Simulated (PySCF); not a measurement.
C₂H₇BF₂Si₂ (SMILES FB(F)[SiH]1C[SiH2]C1)

```tsv
atom	x (Å)	y (Å)	z (Å)
F	3.5896	0.4886	-0.2718
B	2.3006	0.7797	-0.2339
F	2.0870	2.0751	-0.3877
Si	0.8631	-0.5428	0.0191
C	-0.4269	-0.0843	1.3788
Si	-1.8352	0.1047	0.0900
C	-0.5774	-0.4231	-1.2584
H	1.3412	-1.9294	0.1691
H	-0.5970	-0.8722	2.1064
H	-0.2053	0.8168	1.9453
H	-2.9541	-0.8220	0.2726
H	-2.3362	1.4722	-0.0567
H	-0.4337	0.3027	-2.0548
H	-0.8164	-1.3663	-1.7401
```

Geometry: GFN2-xTB.

The calculation used PBE0/pcSseg-1, SCF density, gas phase, non-relativistic in PySCF.

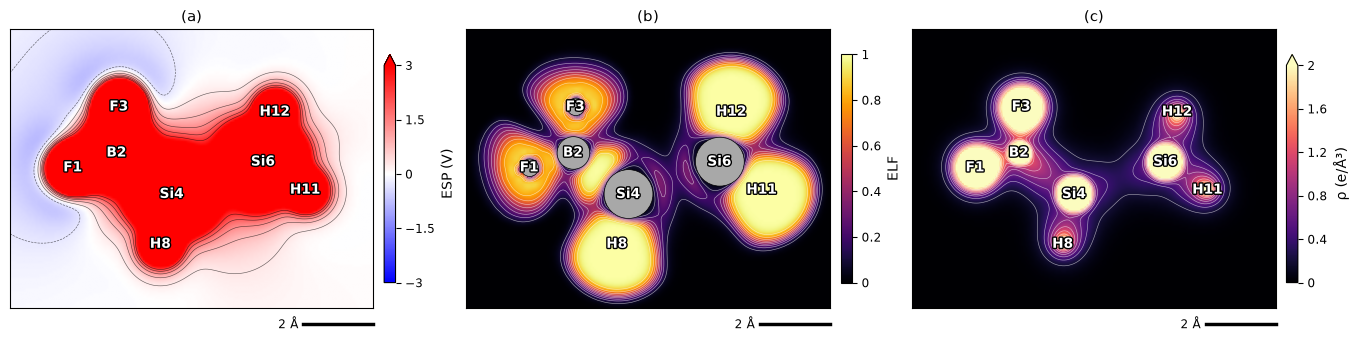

Figure 1. (a) electrostatic potential; (b) electron localisation function; (c) electron density on the plane of atoms H11, Si6 and H12. Grey discs cover the atomic cores in the ELF map.

**Interpret the plot.**

- The plane passes through F, B, Si and H nuclei.
- B–F (1.32 Å): ρ at the midpoint is about 2.2 e/Å³; the ELF peaks at about 0.85 between the atoms (a polar covalent bond).
- Si–B (1.97 Å): ρ at the midpoint is about 0.86 e/Å³; the ELF peaks at about 1 between the atoms (a shared electron pair).
- Si–H (1.46 Å): ρ at the midpoint is about 0.8 e/Å³; the ELF climbs to about 1 towards the hydrogen, as it does in any bond to H.
- The ELF also peaks beside F1 and F3, away from the bonds: lone-pair regions.
- Outside the dense part of the molecule the potential is most negative (−0.8 V) near F1.

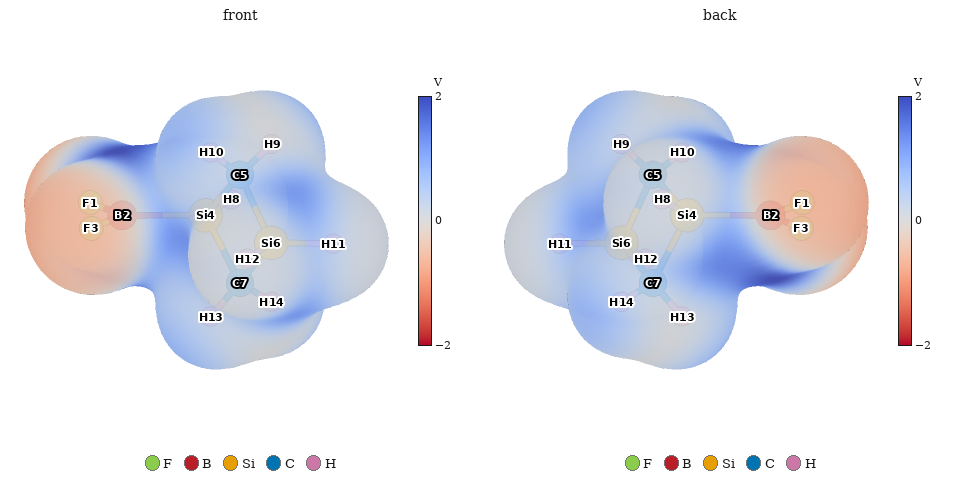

Figure 2. The molecular electrostatic potential painted on the density surface at 0.002 e/bohr³, seen from the front and from behind; the colour scale runs from red (negative) to blue (positive).

**Where is the surface potential most negative and most positive?**

The most negative region (about −0.7 V) lies over F1 and F3, the most positive (about +1.9 V) over B2.

**How polar is the molecule by this calculation?**

Its dipole moment is 1.36 D.
